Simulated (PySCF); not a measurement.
# C2H9FNSi2 (SMILES [CH2]C(F)([SiH3])N[SiH3]) (doublet): what the fields show

```xyz
15

C    -0.4269    0.2944   -0.2989
Si   -2.1800   -0.4153    0.1177
N     0.5437   -0.7339   -0.2680
Si    2.2701   -0.4289   -0.1516
F    -0.5740    0.8326   -1.5974
C    -0.1211    1.3963    0.6312
H    -3.2162    0.6360   -0.0879
H    -2.4359   -1.5691   -0.8012
H    -2.2029   -0.8933    1.5311
H     0.2616   -1.5853   -0.7438
H     2.6521   -0.0222    1.2335
H     2.9146   -1.7356   -0.4758
H     2.7573    0.6203   -1.0974
H    -0.4146    2.4116    0.3608
H     0.1751    1.1707    1.6573
```

Geometry: PBE0-D3(BJ)/def2-SVP.

Method: UKS B3LYP, IGLO-III on C F N Si, pcH-1 on H, non-relativistic, mean-field spin-orbit, GIAO (PySCF).

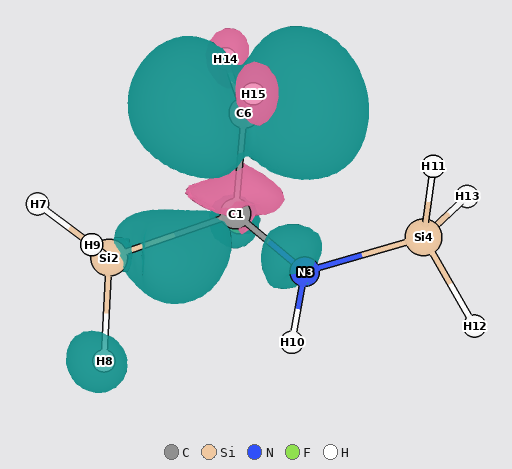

Figure 1. Isosurfaces of the spin density at +0.015 (teal) and −0.015 e/Å³ (pink), seen across its widest extent.

### Describe the spin distribution.

The unpaired spin (1 electron) lies mostly on C6 (about 0.7) and Si2 (about 0.1), in electrons by Hirshfeld's partition.

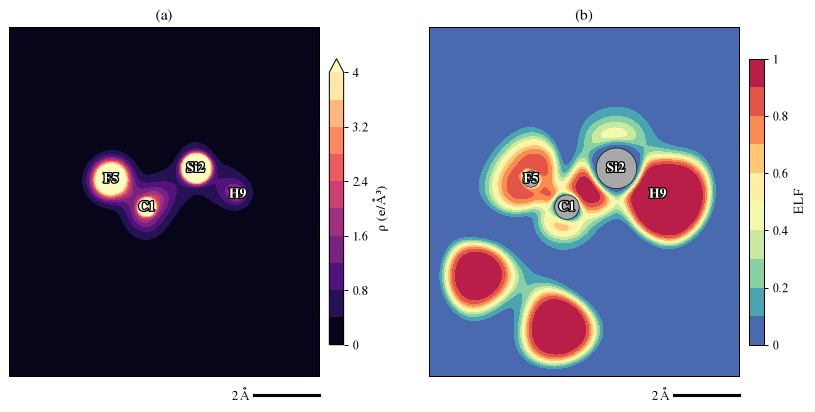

Figure 2. (a) electron density; (b) electron localisation function on the plane of atoms C1, Si2 and H9. Grey discs cover the atomic cores in the ELF map.

### What does the map show?

The plane passes through C, Si, F and H nuclei.
C–F (1.41 Å): the density is about 1.9 e/Å³ at the midpoint, with its minimum of 1.5 e/Å³ about 0.5 Å from C; the ELF peaks at about 0.80 between the atoms: a shared but strongly polarised pair.
C–Si (1.94 Å): the density is about 0.9 e/Å³ at the midpoint; the ELF peaks at about 1 between the atoms, as expected for a covalent bond.
The ELF also peaks beside F5, away from the bonds: non-bonding electrons, paired or unpaired.

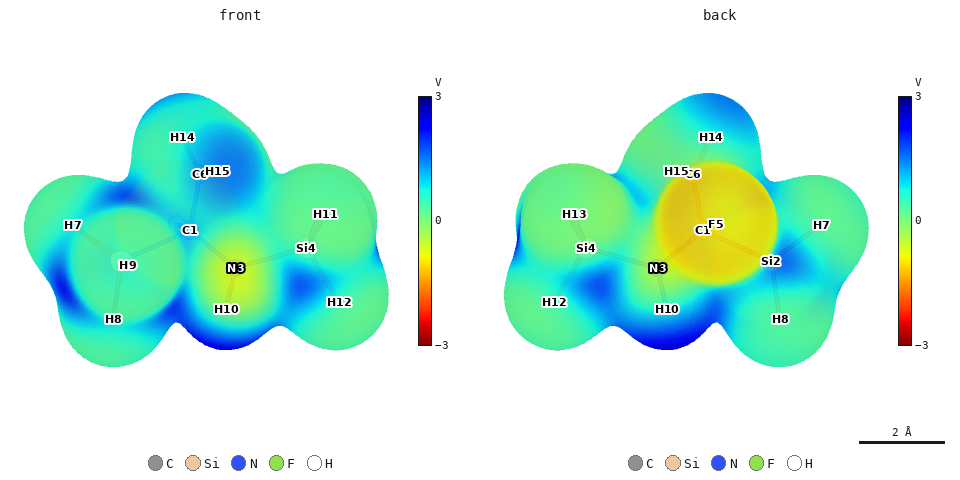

Figure 3. The molecular electrostatic potential painted on the density surface at 0.004 e/bohr³, seen from the front and from behind; the colour scale runs from red (negative) to blue (positive).

### Which sites attract a positive test charge, and which a negative one?

A positive charge is drawn to the negative regions and a negative charge to the positive ones. The most negative region (about −1.1 V, or −25 kcal/mol for a unit charge) lies over F5, the most positive (about +2.5 V, or +58 kcal/mol for a unit charge) over H10.
